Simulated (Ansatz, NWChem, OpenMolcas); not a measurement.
A ladder of methods for SiH4 (silane)

SiH4: 5 atoms, total charge 0, spin state singlet. As SMILES, `[SiH4]`. The shape is that of a PBE0-D4/def2-TZVP optimisation.

Each level gives the vertical energy of the triplet above the singlet (eV). The values are calculated.

| level | kind | program | value (eV) | less CCSD(T)/cc-pVTZ |
| --- | --- | --- | --- | --- |
| HF/cc-pVTZ | Hartree–Fock | NWChem | 8.78 | -0.15 |
| BLYP/cc-pVTZ | GGA | Ansatz | 8.41 | -0.52 |
| r2SCAN/cc-pVTZ | meta-GGA | Ansatz | 8.42 | -0.51 |
| BHLYP/cc-pVTZ | global hybrid | OpenMolcas | 8.93 | 0.00 |
| PBE0/cc-pVTZ | global hybrid | Ansatz | 8.52 | -0.41 |
| HSE06/cc-pVTZ | range-separated hybrid | Ansatz | 8.51 | -0.42 |
| BCCD(T)/cc-pVTZ | coupled cluster or CI | Ansatz | 8.93 | 0.00 |
| CCSD(T)/cc-pVTZ | coupled cluster or CI | Ansatz | 8.93 | 0.00 |
| FCI/STO-3G, open shells restricted | exact in the basis | OpenMolcas | 12.57 | +3.64 |

CCSD(T)/cc-pVTZ is the highest level here, not the true value. The values span 8.41 to 12.57 eV. A triplet this far above the singlet is often a Rydberg-like or dissociative state; sets without diffuse functions put Rydberg states too high. High-level rows in very small sets aren't better than simpler rows in larger ones.

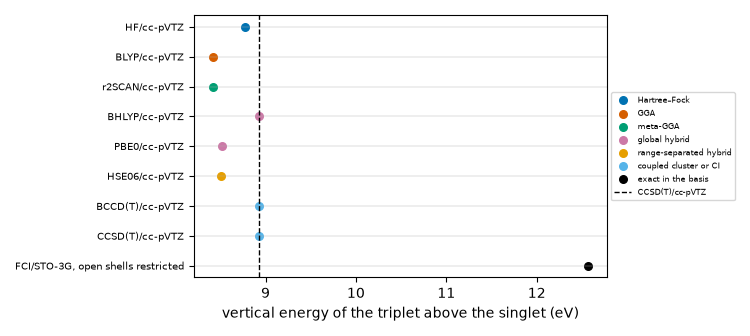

The values of the table, level by level.
